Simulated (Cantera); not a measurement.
Charge: 1 mol SiCl4, 10 mol N2, equilibrated at 0.000170 bar.

Cantera equilibrium calculation (NASA polynomials, part measured and part estimated; ideal gas, pure solids and liquids). Candidate condensed phases: Si, Si3N4; 13 gas species. The tables' values for SiCl3 are old estimates; treat these amounts as uncertain. Kinetics and transport are ignored.

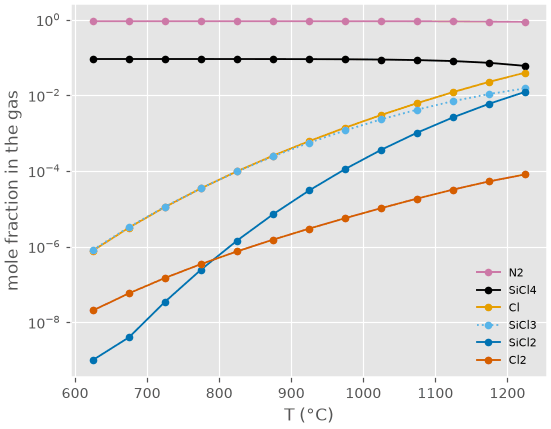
Equilibrium gas composition (values under 1e-9 drawn at 1e-9)

Problem. Read off the mole fractions at 1175 °C.

Solution. N2 about 0.89, SiCl4 about 0.072, Cl about 0.023, SiCl3 about 0.011, SiCl2 about 0.0060, Cl2 about 5.3e-5.
